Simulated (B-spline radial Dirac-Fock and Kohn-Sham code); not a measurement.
Cl²⁺ ([Ne] 3s2 3p3). The calculation used independent-particle Coulomb rates on relativistic LDA orbitals, configuration-average energies from Dirac–Fock (a B-spline radial atomic code).

Before looking at the plot, say what to expect. Its caption: Auger groups that fill an L3 (2p3/2) hole, broadened by 0.30 eV full width. Kinetic energies count from the vacuum level; very weak lines are left out.

The strongest group is L3-M1M3 at 136.7 eV (39 % of the non-radiative width), followed by L3-M3M3 at 150.4 eV (34 %), L3-M2M3 at 150.3 eV (23 %), L3-M1M1 at 119.6 eV (3.2 %). The lines shown span 119.6 eV to 150.4 eV.

The result:

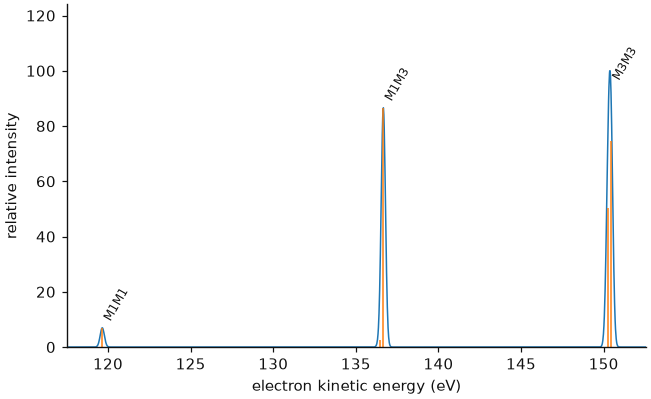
